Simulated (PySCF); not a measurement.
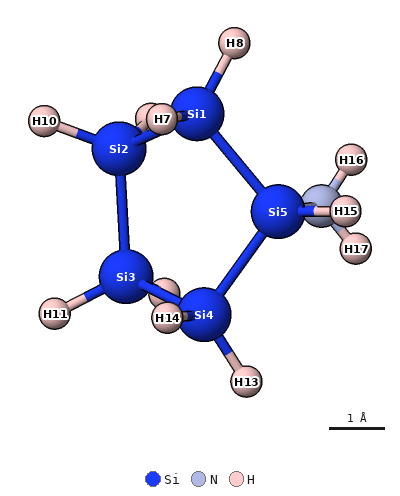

*The structure (ball-and-stick view, seen at a tilt; atoms are numbered from 1 in the order of the input).*

Bond lengths as drawn: H–N 1.03 Å, H–Si 1.49 to 1.50 Å, N–Si 1.95 Å and Si–Si 2.35 to 2.37 Å.

**NMR shielding calculation of Si$_{5}$NH$_{12}$ (charge +1)**

System: Si$_{5}$NH$_{12}$, charge +1.
Method: GIAO PBE0/pcSseg-1 NMR shielding, non-relativistic, gas phase (PySCF 2.14.0).

The geometry comes from this level: PBE0-D3(BJ)/def2-SVP. Figures and captions count atoms from 1; the log counts them from 0 in places.

**The program's output**
```
coarse grid: 16624 points
cycle   1  E = -1508.4353305974  dE =  2.117e-01  |g| = 2.564e-01  |ddm| = 3.769e+00
cycle   2  E = -1508.4447962643  dE = -9.466e-03  |g| = 2.127e-01  |ddm| = 1.081e+00
cycle   3  E = -1508.4604137713  dE = -1.562e-02  |g| = 4.554e-02  |ddm| = 5.066e-01
cycle   4  E = -1508.4610599991  dE = -6.462e-04  |g| = 1.033e-02  |ddm| = 8.695e-02
cycle   5  E = -1508.4610769460  dE = -1.695e-05  |g| = 5.402e-03  |ddm| = 1.130e-02
cycle   6  E = -1508.4610830470  dE = -6.101e-06  |g| = 5.534e-04  |ddm| = 4.149e-03
final grid: 135088 points
cycle   7  E = -1508.4875971333  dE = -2.307e-05  |g| = 5.964e-03  |ddm| = 2.910e-02
cycle   8  E = -1508.4875921322  dE =  5.001e-06  |g| = 7.604e-03  |ddm| = 8.713e-03
cycle   9  E = -1508.4876037545  dE = -1.162e-05  |g| = 4.739e-04  |ddm| = 5.076e-03
cycle  10  E = -1508.4876037906  dE = -3.617e-08  |g| = 8.503e-05  |ddm| = 7.247e-04
cycle  11  E = -1508.4876037928  dE = -2.163e-09  |g| = 3.457e-05  |ddm| = 2.413e-04
cycle  12  E = -1508.4876037933  dE = -4.775e-10  |g| = 2.807e-06  |ddm| = 7.316e-05
```

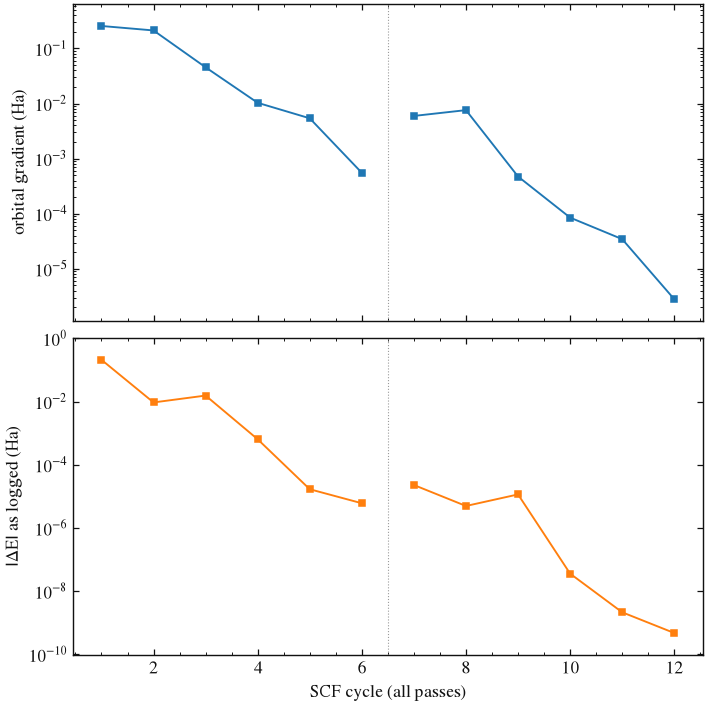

*Convergence of the self-consistent field: orbital gradient and size of the energy change against the SCF cycle. The dotted line marks the change from a coarse to the final integration grid.*

The first 6 cycles use a coarse grid, the final grid takes over at cycle 7, and the field converges after 12 cycles in all.

```
converged SCF energy = -1508.4876037933

GIAO shielding tensors (ppm)
atom      isotropic    diamagn.    paramagn.     s11        s22        s33       span
  0 Si     463.324     881.050    -417.726    453.063    464.509    472.400     19.337
  1 Si     472.444     880.835    -408.391    459.562    472.355    485.415     25.853
  2 Si     471.977     880.933    -408.956    457.435    471.897    486.600     29.165
  3 Si     462.988     881.113    -418.125    452.161    464.298    472.506     20.345
  4 Si     317.374     881.572    -564.199    202.277    329.752    420.091    217.813
  5 N      234.915     321.444     -86.530    223.149    234.658    246.937     23.789
  6 H       27.192      28.826      -1.633     23.579     24.352     33.645     10.066
  7 H       27.133      28.591      -1.458     23.189     24.116     34.093     10.904
  8 H       27.469      29.536      -2.067     24.396     24.545     33.467      9.072
  9 H       26.859      28.269      -1.409     22.661     23.940     33.977     11.315
 10 H       26.837      28.311      -1.474     22.610     23.916     33.985     11.375
 11 H       27.547      29.783      -2.237     24.463     24.799     33.377      8.914
 12 H       27.127      28.663      -1.536     23.226     24.078     34.076     10.850
 13 H       27.209      28.906      -1.697     23.562     24.441     33.624     10.062
 14 H       25.248      29.079      -3.832     21.793     23.658     30.292      8.500
 15 H       28.065      28.268      -0.203     20.954     23.683     39.556     18.602
 16 H       28.059      28.173      -0.115     20.979     23.615     39.581     18.602
 17 H       28.582      32.827      -4.245     21.110     26.896     37.739     16.629
```

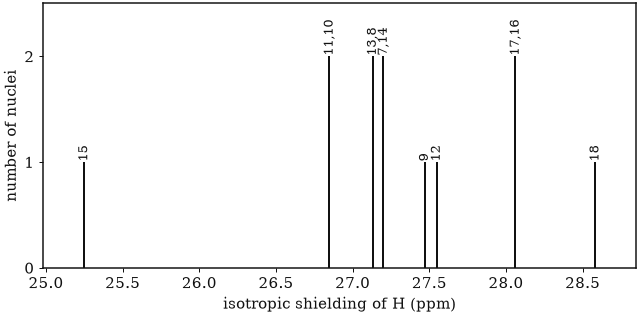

*Isotropic shieldings of the hydrogen nuclei in this fixed geometry, labelled by atom number; shielding grows to the right, so chemical shift grows to the left.*

The least shielded is H15 (25.2 ppm), the most shielded H18 (28.6 ppm).

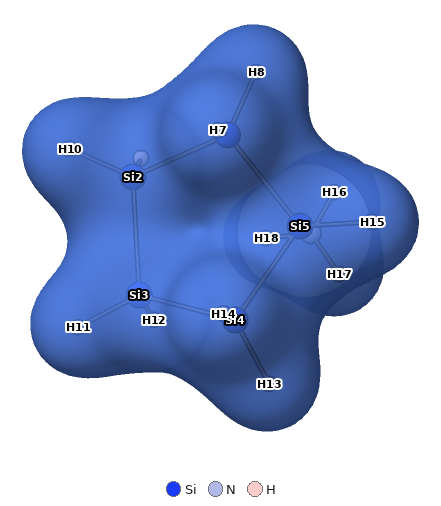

*Isosurface of the electron density at 0.05 e/Å³ (blue), seen at a tilt.*

At this value the surface is in one piece. On the grid the lowest density along these lines, outside the cores, is 0.52 e/Å³ (Si–N, 1.95 Å), 0.59 e/Å³ (Si–Si, 2.35 Å), 2.2 e/Å³ (N–H, 1.03 Å) and 0.79 e/Å³ (Si–H, 1.49 Å).

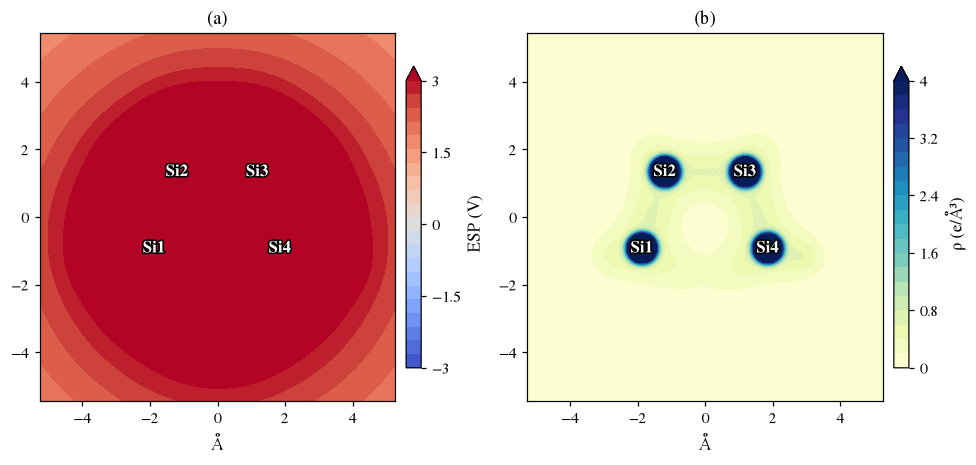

*(a) electrostatic potential; (b) total electron density on the plane of atoms Si1, Si2 and Si3.*

Atoms in the plane: Si. Si–Si (2.36 Å): ρ is about 0.62 e/Å³ halfway. The potential has no marked negative region in this plane.

The run was set up as follows.

**Input**
```
{"job": {"kind": "nmr", "xc": "PBE0", "basis": "pcSseg-1"}, "charge": 1, "multiplicity": 1}
Si    -0.083842     1.761338    -1.166050
Si     1.741702     1.281416     0.252174
Si     1.792739    -1.077217     0.517081
Si     0.055398    -1.942772    -0.823984
Si    -1.424772    -0.118788    -0.723823
N     -1.828843     0.033652     1.173303
H      0.263247     1.627835    -2.611331
H     -0.794351     3.039921    -0.872397
H      1.404995     1.869279     1.588965
H      3.015397     1.853956    -0.265626
H      3.112027    -1.693760     0.205733
H      1.401346    -1.364294     1.936547
H     -0.568608    -3.202375    -0.324526
H      0.433937    -2.032062    -2.264718
H     -2.815524    -0.219194    -1.245222
H     -2.389686     0.867641     1.384515
H     -2.357854    -0.775230     1.520663
H     -0.976633     0.096363     1.744141
```

The first line tells a small driver script what to run in PySCF; the rest is the geometry in Å.

Run as:
```bash
OMP_NUM_THREADS=1 python <driver script> task.json out
```

**Summary**

- outcome: converged
- total energy: −1508.487604 hartree
- HOMO: −11.65 eV
- LUMO: −5.63 eV
- isotropic shielding, Si: 317.4 to 472.4 ppm
- isotropic shielding, N: 234.9 ppm
- isotropic shielding, H: 25.2 to 28.6 ppm
- hardware: 1 CPU thread, shared host
- wall time: 47 s
- peak memory: 0.98 GiB
